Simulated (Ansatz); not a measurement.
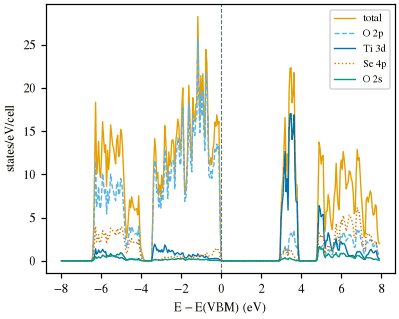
Total and projected density of states of TiSe$_{2}$O$_{6}$ in space group P2_1/c (No. 14; Pearson symbol mP18), r²SCAN (plane waves, PAW; program Ansatz)

Problem. Which orbitals carry the states next to the gap?

Solution. Top 1 eV of the valence band: O 2p 86 %, Se 4p 6 %. Bottom 1 eV of the conduction band: Ti 3d 77 %, O 2p 13 %, Se 4p 6 %. Projections are on Löwdin-orthogonalised atomic valence shells; empty p or d shells of many metals are not among them.

Problem. Where is the tallest occupied peak in this window, and what makes it?

Solution. Near -1.2 eV, about 28 states/eV per cell; the largest projected share is O 2p.

The first step of the workflow began from a Materials Project structure, measured or hypothetical; the Crystallography Open Database files this formula in space group No. 14, but the cells were not matched. Its standing as an ambient phase is unchecked. The r²SCAN relaxation kept the symmetry of its start; its stability against distortions is not shown here. The run is not spin-polarised. Scalar-relativistic: spin–orbit coupling is off unless named, which matters more the heavier the elements.

Potentials: the later of the program's two PAW sets.
